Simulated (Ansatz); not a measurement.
The relaxed structure here is a generated cell of Al2Cu: the first start was made by placing the elements on the sites of a structure type, and the end was not matched to a known phase here, so it may be hypothetical. Known forms of Al2Cu include space group No. 140.

The end point of a relaxation of Al$_{2}$Cu. Space group Fm-3m (No. 225), AFLOW prototype AB2_cF12_225_a_c (C1, as in CaF2). Computed with r2SCAN (plane waves to 500 eV, PAW, scalar-relativistic; Ansatz, a program for electronic structure).

```xyz
3
Lattice="0.0000 2.8673 2.8673 2.8673 0.0000 2.8673 2.8673 2.8673 0.0000" Properties=species:S:1:pos:R:3 pbc="T T T"
Cu     0.0000     0.0000     0.0000
Al     1.4336     1.4336     1.4336
Al     4.3009     4.3009     4.3009
```

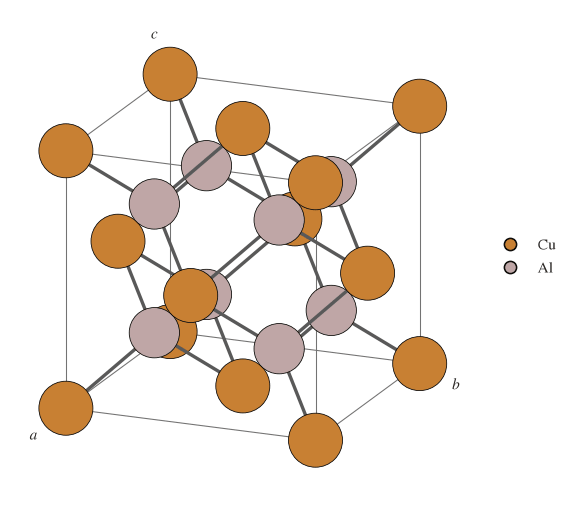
The conventional cell of the relaxed structure

```json
{
 "volume_per_atom": "15.72 Å³",
 "band_gap": "no gap (metallic)",
 "shortest_distances": "Al–Cu 2.48 Å; Al–Al 2.87 Å",
 "k-mesh": "14×14×14"
}
```

Band energies at high-symmetry points (eV from the Fermi level; labels of this space group; no spin-orbit coupling), from −5 eV up to 1.5 eV:

```json
[
 {"point": "Γ", "energies": "-4.71 -4.71 -4.71 -4.14 -4.14"},
 {"point": "X", "energies": "-4.16 -4.16 -3.96 -3.88 -2.15 -2.15 0.62"},
 {"point": "U", "energies": "-4.39 -4.22 -4.12 -3.88 -3.28 -1.43"},
 {"point": "K", "energies": "-4.39 -4.22 -4.12 -3.88 -3.28 -1.43"},
 {"point": "L", "energies": "-4.56 -4.56 -4.07 -4.06 -4.06 0.60 0.60"},
 {"point": "W", "energies": "-4.16 -3.94 -3.69 -3.69 -2.53"}
]
```

No spin polarisation in the result.

The run could not lose the symmetry of its start; a randomly shaken copy of 6 atoms returns to this structure.

All atoms sit on sites fixed by symmetry, so only the cell could relax.
